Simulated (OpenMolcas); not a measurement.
**GeSiH6O (SMILES [SiH3][O][GeH3]): levels of theory compared**

Wanted: a comparison of 6 runs (HF/STO-3G, B2PLYP/def2-SVP, BLYP/def2-SVP, PBE/def2-SVP, r2SCAN/def2-SVP, MP2/def2-SVP) of GeSiH6O. 

The results are computed with OpenMolcas 26.06.

1 further run of the same task is left out (set aside as unsound or not needed).

**1. The molecule**

GeSiH6O has 9 atoms, charge 0, and is taken as a singlet. SMILES: `[SiH3][O][GeH3]`. One bond was lengthened or shortened from a relaxed shape.

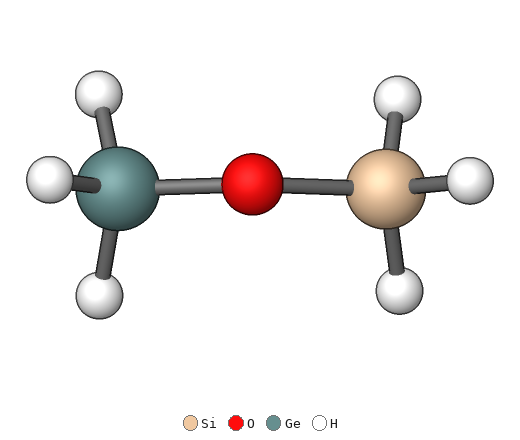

Viewed from a chosen angle; silicon light orange, oxygen red, germanium teal, hydrogen white.

**2. The energy at HF/STO-3G (run 1)**

run.input reads:

```
* GeH6OSi Hartree-Fock

&GATEWAY
  BasLib=$CurrDir
  Coord
  9
  angstrom
  Si      -0.878505       1.157787      -1.008705
  O        0.592700       0.201900      -0.339400
  Ge       0.809800      -1.049500       0.901700
  H       -1.889405       0.237887      -1.601805
  H       -0.387705       2.089487      -2.054005
  H       -1.547505       1.935487       0.071995
  H        2.310800      -1.355600       0.917000
  H       -0.018800      -2.280500       0.498400
  H        0.329300      -0.484400       2.248700
  Basis=STO-3G
  Group=NoSym

&SEWARD

&SCF
  Thresholds=1e-10 1e-07 1e-07 1e-05
  PrOrbitals=1
```

The basis set STO-3G is read from a file made from the Basis Set Exchange's data (not shown).

The run is started by

```
$ export MOLCAS_MEM=1860
$ pymolcas run.input > run.log
```

Log:

```text
--- Start Module: gateway ---
[...]
--- Stop Module: gateway /rc=_RC_ALL_IS_WELL_ ---
--- Start Module: seward ---
[...]
      Basis functions           38
--- Stop Module: seward /rc=_RC_ALL_IS_WELL_ ---
[...]
--- Start Module: scf ---
[...]
       Convergence after  13 Iterations
[...]
::    Total SCF energy                              -2414.6902277209
[...]
      Total spin, S                                     0.0000000000
[...]
      Total electronic charge=   60.000000
      Total            charge=   -0.000000
[...]
      Dipole Moment (debye):
      Origin of the operator (angstrom)=    0.3514   -0.3374    0.2670
                   X= -7.5169E-01               Y= -2.0090E-01               Z=  3.6759E-01           Total=  8.6053E-01
      Quadrupole Moment (debye*angstrom):
[...]
--- Stop Module: scf /rc=_RC_ALL_IS_WELL_ ---
[...]
```

It took 2.4 s on 1 thread of AMD EPYC 7R43 (Zen 3), shared host; peak memory 0.37 GiB.

**3. A single-point energy at B2PLYP/def2-SVP (run 2)**

job.input reads:

```
&GATEWAY
  BasLib = $CurrDir
  Coord
  9
  angstrom
  Si      -0.878505       1.157787      -1.008705
  O        0.592700       0.201900      -0.339400
  Ge       0.809800      -1.049500       0.901700
  H       -1.889405       0.237887      -1.601805
  H       -0.387705       2.089487      -2.054005
  H       -1.547505       1.935487       0.071995
  H        2.310800      -1.355600       0.917000
  H       -0.018800      -2.280500       0.498400
  H        0.329300      -0.484400       2.248700
  Basis = def2-SVP
  Group = NoSym

&SEWARD
  GridInput
  Grid=UltraFine
  End of Grid

&SCF
  KSDFT = B2PLYP_SCF
  Thresholds = 1e-10 1e-07 1e-07 1e-05
  PrOrbitals = 1 2

&MBPT2
  Frozen = 15
```

The basis set def2-SVP is read from a file made from the Basis Set Exchange's data (not shown).

The run is started by

```
$ export MOLCAS_MEM=1860
$ pymolcas job.input > job.log
```

Log:

```text
--- Start Module: gateway ---
[...]
--- Stop Module: gateway /rc=_RC_ALL_IS_WELL_ ---
[...]
      Basis functions           94
[...]
--- Start Module: scf ---
[...]
       Convergence after  13 Iterations
[...]
::    Total KS-DFT energy                           -2444.1780157927
[...]
      Total spin, S                                     0.0000000000
[...]
      Total electronic charge=   60.000000
      Total            charge=   -0.000000
[...]
      Dipole Moment (debye):
      Origin of the operator (angstrom)=    0.3514   -0.3374    0.2670
                   X= -1.0491E+00               Y= -7.7572E-02               Z=  3.0491E-01           Total=  1.0953E+00
      Quadrupole Moment (debye*angstrom):
[...]
--- Stop Module: scf /rc=_RC_ALL_IS_WELL_ ---
[...]
--- Start Module: mbpt2 ---
[...]
 ###    WARNING: MP2 implementation intended for RHF references only         ###
 ###############################################################################
MBPT2 WARNING: Reference function according to RunFile:KS-DFT
I'll assume you know what you're doing and continue
WARNING!
Default frozen orbitals as non valence orbitals is overwritten by user input.
Default values:  17
[...]
       Reference weight ( Cref**2 )         =        0.79919
::    Total MBPT2 energy                            -2444.8264144340
[...]
      Total MBPT2 calculations                           0.44      0.49
--- Stop Module: mbpt2 /rc=_RC_ALL_IS_WELL_ ---
[...]
```

It took 26 s on 1 thread of AMD EPYC 7R43 (Zen 3), shared host; peak memory 0.52 GiB.

Runs 3 to 4 aren't shown in full; the table further down has their settings and results.

**4. The energy at r2SCAN/def2-SVP (run 5)**

mol.inp reads:

```
>>> EXPORT MOLCAS_PRINT=2

&gateway
  baslib = $CurrDir
  coord
  9
  bohr
  Si    -1.66013385     2.18790034    -1.90617619
  O      1.12004067     0.38153570    -0.64137305
  Ge     1.53030022    -1.98326757     1.70396605
  H     -3.57045799     0.44954128    -3.02697276
  H     -0.73265627     3.94855817    -3.88150691
  H     -2.92436063     3.65754035     0.13605083
  H      4.36677913    -2.56171273     1.73287886
  H     -0.03552685    -4.30952043     0.94183950
  H      0.62228681    -0.91538333     4.24942714
  basis = def2-SVP
  group = NoSym

&seward
  gridinput
  Grid=UltraFine
  End of Grid

&scf
  ksdft = 2
  1.0 MGGA_X_R2SCAN
  1.0 MGGA_C_R2SCAN
  thresholds = 1e-10 1e-07 1e-07 1e-05
  prorbitals = 1 2
```

The basis set def2-SVP is read from a file made from the Basis Set Exchange's data (not shown).

The run is started by

```
$ export MOLCAS_MEM=1860
$ pymolcas mol.inp > mol.log
```

Log:

```text
--- Start Module: gateway ---
[...]
--- Stop Module: gateway /rc=_RC_ALL_IS_WELL_ ---
--- Start Module: seward ---
[...]
      Basis functions           94
--- Stop Module: seward /rc=_RC_ALL_IS_WELL_ ---
[...]
--- Start Module: scf ---
[...]
       Convergence after  13 Iterations
[...]
::    Total KS-DFT energy                           -2444.8568960455
[...]
      Total spin, S                                     0.0000000000
[...]
      Total electronic charge=   60.000000
      Total            charge=   -0.000000
[...]
      Dipole Moment (debye):
      Origin of the operator (angstrom)=    0.3514   -0.3374    0.2670
                   X= -8.9741E-01               Y= -8.1160E-02               Z=  2.7635E-01           Total=  9.4249E-01
      Quadrupole Moment (debye*angstrom):
[...]
--- Stop Module: scf /rc=_RC_ALL_IS_WELL_ ---
[...]
```

It took 34 s on 1 thread of AMD EPYC 7R43 (Zen 3), shared host; peak memory 0.52 GiB.

**5. The energy at MP2/def2-SVP (run 6)**

run.input reads:

```
* GeH6OSi MP2

&GATEWAY
 BasLib=$CurrDir
 Coord
 9
 angstrom
 Si      -0.878505       1.157787      -1.008705
 O        0.592700       0.201900      -0.339400
 Ge       0.809800      -1.049500       0.901700
 H       -1.889405       0.237887      -1.601805
 H       -0.387705       2.089487      -2.054005
 H       -1.547505       1.935487       0.071995
 H        2.310800      -1.355600       0.917000
 H       -0.018800      -2.280500       0.498400
 H        0.329300      -0.484400       2.248700
 Basis=def2-SVP
 Group=NoSym

&SEWARD

&SCF
 Thresholds=1e-10 1e-07 1e-07 1e-05
 PrOrbitals=1 1

&MBPT2
 Frozen=15
```

The basis set def2-SVP is read from a file made from the Basis Set Exchange's data (not shown).

The run is started by

```
$ export MOLCAS_MEM=1860
$ pymolcas run.input > run.log
```

Log:

```text
--- Start Module: gateway ---
[...]
--- Stop Module: gateway /rc=_RC_ALL_IS_WELL_ ---
[...]
      Basis functions           94
[...]
--- Start Module: scf ---
[...]
       Convergence after  13 Iterations
[...]
::    Total SCF energy                              -2442.2649773002
[...]
      Total spin, S                                     0.0000000000
[...]
      Total electronic charge=   60.000000
      Total            charge=   -0.000000
[...]
      Dipole Moment (debye):
      Origin of the operator (angstrom)=    0.3514   -0.3374    0.2670
                   X= -1.1658E+00               Y= -8.8839E-02               Z=  3.4141E-01           Total=  1.2181E+00
      Quadrupole Moment (debye*angstrom):
[...]
--- Stop Module: scf /rc=_RC_ALL_IS_WELL_ ---
[...]
--- Start Module: mbpt2 ---
[...]
WARNING!
Default frozen orbitals as non valence orbitals is overwritten by user input.
Default values:  17
[...]
       Reference weight ( Cref**2 )         =        0.86340
::    Total MBPT2 energy                            -2442.7927444310
[...]
      Total MBPT2 calculations                           0.41      0.47
--- Stop Module: mbpt2 /rc=_RC_ALL_IS_WELL_ ---
[...]
```

Wall time 10 s (1 thread of AMD EPYC 7R43 (Zen 3), shared host); peak memory 0.52 GiB.

**6. Overview of the runs**

```csv
run,level,frozen core orbitals,integration grid,energy (Eh),dipole moment (D) of the reference,HOMO energy (eV),LUMO energy (eV),wall time
1,HF/STO-3G,–,–,-2414.690228,0.86,-7.93,9.42,2.4 s
2,B2PLYP/def2-SVP,15,UltraFine,-2444.353083,1.10,-9.41,1.07,26 s
3,BLYP/def2-SVP,–,UltraFine,-2444.952368,0.88,-6.30,-1.05,27 s
4,PBE/def2-SVP,–,UltraFine,-2444.366344,0.89,-6.45,-1.24,27 s
5,r2SCAN/def2-SVP,–,UltraFine,-2444.856896,0.94,-6.84,-0.90,34 s
6,MP2/def2-SVP,15,–,-2442.792744,1.22,-11.80,3.26,10 s
```

**7. What came out**

| quantity | value |
| --- | --- |
| run 6: total energy | -2442.79274 Eh |
| run 6: dipole moment (mean-field density) | 1.22 D |
| run 6: HOMO energy (Hartree–Fock orbitals) | -11.80 eV |
| run 6: LUMO energy (Hartree–Fock orbitals) | 3.26 eV |
| run 6: HOMO–LUMO gap (Hartree–Fock orbitals) | 15.06 eV |
| run 6: correlation energy (15 core orbitals frozen) | -527.8 mEh |

**Reading.** Over runs 1, 2, 3, 4, 5 the dipole moment (its size) runs from 0.86 D (HF/STO-3G) to 1.10 D (B2PLYP/def2-SVP). The two ends differ in method and basis. A double hybrid's value is that of its SCF part. Over runs 1, 2, 3, 4, 5 the HOMO–LUMO gap runs from 5.21 eV (PBE/def2-SVP) to 17.35 eV (HF/STO-3G). For B2PLYP the log adds the whole second-order term; the table takes 0.27 of it, as the functional is defined. Totals of different functionals can't be ranked against each other. In run 1 the basis is minimal, so the values are rough. All runs together took 2.1 min, the longest 34 s.
